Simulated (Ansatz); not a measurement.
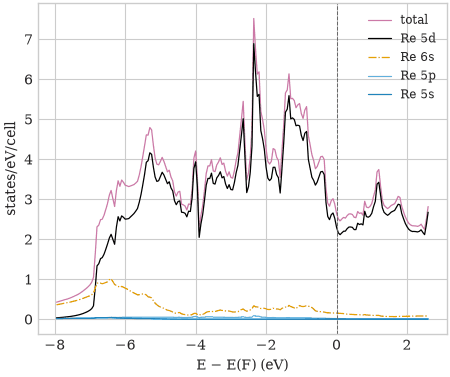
Figure: Total and projected density of states of Re (dhcp (α-La type), space group No. 194), LDA in the plane-wave PAW code Ansatz

Problem. Which orbitals carry the states next to the Fermi level?

Solution. Within 0.5 eV of the Fermi level: Re 5d 88 %, Re 6s 5 %, outside the projected shells 6 %. Projections are on Löwdin-orthogonalised atomic valence shells; empty p or d shells of many metals are not among them.

Problem. Where is the tallest occupied peak in this window, and what makes it?

Solution. Near -2.4 eV, about 7.5 states/eV per cell; the largest projected share is Re 5d.

Space group P6_3/mmc (dhcp (α-La type)). The workflow started from a Materials Project entry (that database holds measured and hypothetical structures alike). Its sites differ from those of the usual phase in this space group: another stacking or structure type. The cell was relaxed with LDA under the symmetry of its start; whether a distortion lowers the energy is not shown. No spin polarisation was allowed. Scalar-relativistic: spin–orbit coupling is off unless named, which matters more the heavier the elements.

Potentials: the later of the program's two PAW sets.
